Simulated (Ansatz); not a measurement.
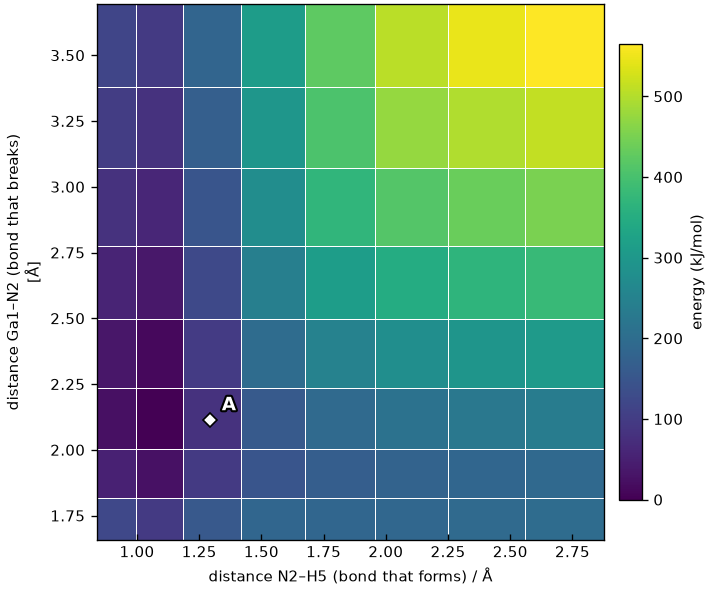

The reacting system BrGaH5N (fragments GaH₄N + BrH where the first distance is long, BrGaH₂ + H₃N where the second is long). Coordinates scanned: (1) distance N2–H5 (bond that forms); (2) distance Ga1–N2 (bond that breaks). Relaxed at each point: all other coordinates. The scan uses an 8 × 8 grid. Points are written as (first, second). All energies are given in kJ/mol relative to the lowest grid point. Energies and slopes of some neighbouring points disagree (a jump in structure or state, or too coarse a mesh). The reference is spin-restricted, so regions where a bond is pulled apart into radicals lie too high. All numbers below come from RKS PBE0-D4/def2-SVP in Ansatz.

In the figure: one coloured cell a grid point, the point A.

> Which way does the force act at A, and how strong is it?

A, at (1.294 Å, 2.113 Å), is not a stationary point. The computed force is 420 kJ/mol for each Å towards smaller values of the first coordinate and 23 kJ/mol for each Å towards smaller values of the second coordinate.
